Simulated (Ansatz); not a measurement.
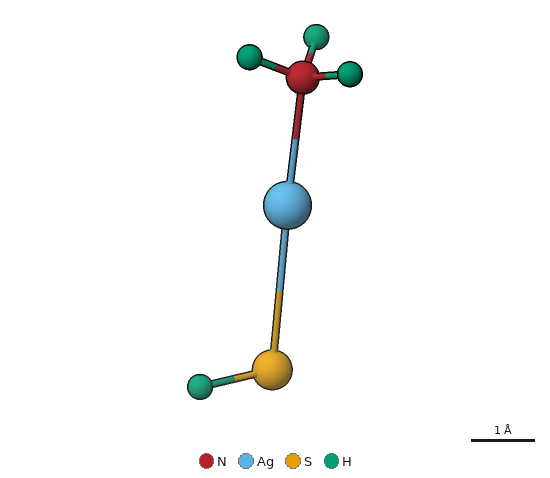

The picture shows the input geometry.

The calculation was set up as follows.

```yaml
crystal:
  periodic: [false, false, false]
  atoms:
    - {symbol: N, position_ang: [-1.195470, 0.679905, -0.484852]}
    - {symbol: Ag, position_ang: [0.469400, -0.385105, 0.444391]}
    - {symbol: S, position_ang: [2.574605, -1.771567, 1.717501]}
    - {symbol: H, position_ang: [-1.950846, 0.047577, -0.722756]}
    - {symbol: H, position_ang: [-0.901170, 1.142947, -1.336979]}
    - {symbol: H, position_ang: [-1.568822, 1.388201, 0.136559]}
    - {symbol: H, position_ang: [3.420333, -1.688252, 0.676167]}
basis:
  gaussian: {orbitals: def2-TZVPP}
correlation: {method: ccsd_t}
```

Result:

```
Functional definition: HF
  name "HF"
  cite "Fock, Z. Phys. 61, 126 (1930) doi:10.1007/BF01340294"
  parent pbe
  exchange = exact_x
  correlation = 0
1119 factors; integrals over basis functions are off by at most 1.0e-3 eV
mean field evaluation 1: about -16336.8904 eV, gradient 3.9e1 eV
mean field evaluation 2: about -16337.0795 eV, gradient 3.9e1 eV
mean field evaluation 4: about -16340.2308 eV, gradient 3.4e0 eV
mean field evaluation 8: about -16340.2976 eV, gradient 4.0e-1 eV
mean field evaluation 16: about -16340.2988 eV, gradient 3.4e-6 eV
mean field -16340.29882668 eV, -600.4949060281 hartree, gradient 3.4e-6 eV, S^2 0.000000; 0 other end points of the search recorded, 0 dependent functions left out
6 core orbitals not correlated: weight in the atoms' cores, before any rotation towards them, 1.000 or more for the frozen orbitals, at most 0.000 for the correlated occupied ones
reference -16340.29882668 eV, -600.4949060281 hartree; 17, 17 occupied and 162, 162 virtual orbitals, 1119 factors
second order -29.64897316 eV of doubles, -0.00000000 eV of singles
cycle   1  -28.76734235 eV  change    8.8e-1 eV  update   1.2e-1
cycle   2  -29.43118556 eV  change   -6.6e-1 eV  update   4.0e-2
cycle   3  -29.60941948 eV  change   -1.8e-1 eV  update   2.7e-2
cycle   4  -29.56514066 eV  change    4.4e-2 eV  update   1.2e-2
cycle   5  -29.55452151 eV  change    1.1e-2 eV  update   6.2e-3
cycle   6  -29.56210499 eV  change   -7.6e-3 eV  update   2.0e-3
cycle   7  -29.56191874 eV  change    1.9e-4 eV  update   8.4e-4
cycle   8  -29.56146501 eV  change    4.5e-4 eV  update   3.2e-4
cycle   9  -29.56166130 eV  change   -2.0e-4 eV  update   1.4e-4
cycle  10  -29.56186286 eV  change   -2.0e-4 eV  update   5.5e-5
cycle  11  -29.56171942 eV  change    1.4e-4 eV  update   2.4e-5
cycle  12  -29.56173826 eV  change   -1.9e-5 eV  update   1.1e-5
perturbative correction -1.03273346 eV, -0.0379522546 hartree
Total energy: -16370.89329840 eV, -601.6192321261 hartree
```
